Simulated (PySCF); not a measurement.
C$_{2}$H$_{9}$PSi$_{2}$ (charge −1): EPR calculation

The run: EPR calculation of C$_{2}$H$_{9}$PSi$_{2}$, charge −1, multiplicity 2. Method and program: UKS B3LYP, pcH-1 on C H P Si, non-relativistic, mean-field spin-orbit, GIAO (PySCF 2.14.0).

It belongs to a series of runs on one base structure; here: electron added.

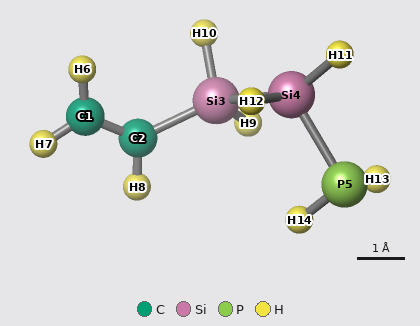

The structure as given in the input (ball-and-stick view, seen at a tilt; atoms are numbered from 1 in the order of the input).

The input
```
{"job": {"kind": "epr", "basis": "pcH-1"}, "charge": -1, "multiplicity": 2}
C      0.462186    -2.623663    -1.120860
C     -0.499966    -1.733960    -0.790607
Si    -0.445619    -0.541225     0.648098
Si     0.733042     1.499505     0.990784
P     -0.209642     3.219169    -0.128147
H      1.255357    -2.869607    -0.431497
H      0.479702    -3.151625    -2.065710
H     -1.238250    -1.527786    -1.566575
H     -1.881852    -0.301286     0.960547
H      0.078947    -1.346685     1.788153
H      1.490205     2.376043     1.981864
H      1.919382     1.313549     0.087706
H     -1.335580     3.282097     0.657854
H     -0.843436     2.405002    -1.033775
```

The first line tells a small driver script what to run in PySCF; the rest is the geometry in Å.

Machine: 1 CPU thread, shared host.

Command:
```bash
OMP_NUM_THREADS=1 python <driver script> task.json out
```

What the program printed
```
UKS, coarse grid
  cycle   1  E = -1001.87883108  |g| = 3.95e-01
  cycle   2  E = -1001.75624890  |g| = 5.80e-01
  cycle   3  E = -1001.96517232  |g| = 7.38e-02
  cycle   4  E = -1001.96878823  |g| = 4.55e-02
  cycle   5  E = -1001.97041521  |g| = 1.04e-02
  cycle   6  E = -1001.97049122  |g| = 5.17e-03
  cycle   7  E = -1001.97050780  |g| = 2.61e-03
  cycle   8  E = -1001.97051375  |g| = 1.18e-03
  cycle   9  E = -1001.97051596  |g| = 2.01e-04
UKS, final grid
  cycle   1  E = -1001.97045685  |g| = 2.37e-04
  cycle   2  E = -1001.97045681  |g| = 3.64e-04
  cycle   3  E = -1001.97045689  |g| = 5.00e-05
  cycle   4  E = -1001.97045690  |g| = 2.46e-05
E = -1001.97045690 Eh   <S^2> = 0.7587 (exact 0.7500)
g shifts (ppm)      1          2          3
  rmc          -128       -128       -128
  gc             13         12         -8
  oz_so         130       1057       2424
  total          15        941       2288
hyperfine (MHz)  atom isotope    a_iso     a_fc   dipolar eigenvalues
    0   13C      20.10      20.14    -20.51    -19.91     40.43
    1   13C      98.77      98.81    -17.76     -3.10     20.85
    2  29Si    -330.12    -330.47    -40.99     15.40     25.59
    3  29Si    -433.57    -433.85    -37.15     10.50     26.65
    4   31P      19.63      19.65     -8.42     -3.50     11.92
    5    1H     -14.68     -14.68     -8.44     -0.54      8.99
    6    1H     -12.33     -12.33    -10.48      0.13     10.35
    7    1H      -0.26      -0.25     -3.38     -1.07      4.44
    8    1H     -15.25     -15.25     -3.78     -1.47      5.25
    9    1H      -0.76      -0.76     -3.45     -0.47      3.92
   10    1H     164.59     164.59     -3.39     -1.27      4.66
   11    1H      -8.65      -8.65     -3.50     -0.31      3.81
   12    1H       6.63       6.63     -1.48     -0.67      2.15
   13    1H      -2.53      -2.53     -2.51     -0.97      3.48
```

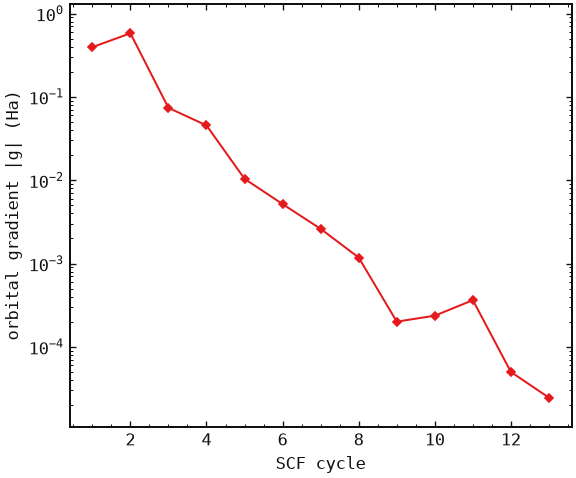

Convergence of the self-consistent field: orbital gradient |g| against the SCF cycle. All cycles printed in the log are drawn one after another.

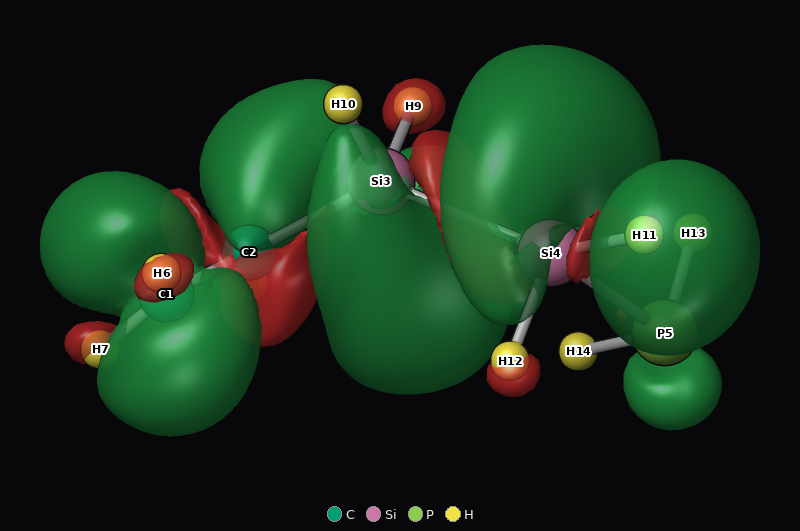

Isosurfaces of the spin density at +0.005 (green) and −0.005 e/Å³ (red), seen from the side. The unpaired spin (1 electron) lies mostly on Si4 (about 0.3), Si3 (about 0.3), C1 (about 0.2), H11 (about 0.1) and C2 (about 0.1), in electrons by Hirshfeld's partition.

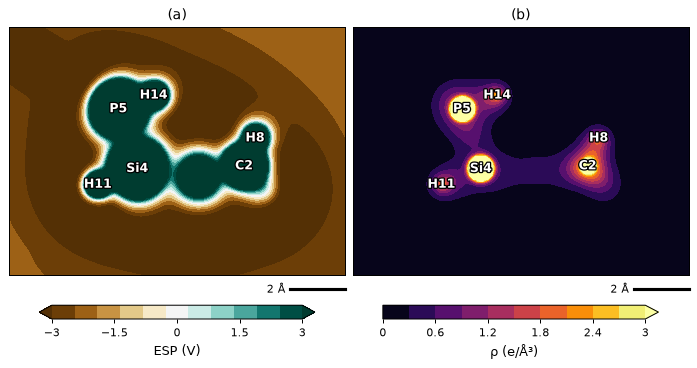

(a) molecular electrostatic potential; (b) electron density on the plane of atoms Si4, P5 and H14. Atoms in the plane: C, Si, P and H. C–H (1.09 Å): ρ is about 1.9 e/Å³ halfway.

Results in brief

```json
{"quantity": "outcome", "value": "converged"}
{"quantity": "total energy", "value": "−1001.970457 hartree"}
{"quantity": "⟨S²⟩", "value": "0.759"}
{"quantity": "isotropic g", "value": "2.0034"}
{"quantity": "wall time", "value": "60 s"}
{"quantity": "peak memory", "value": "0.91 GiB"}
```
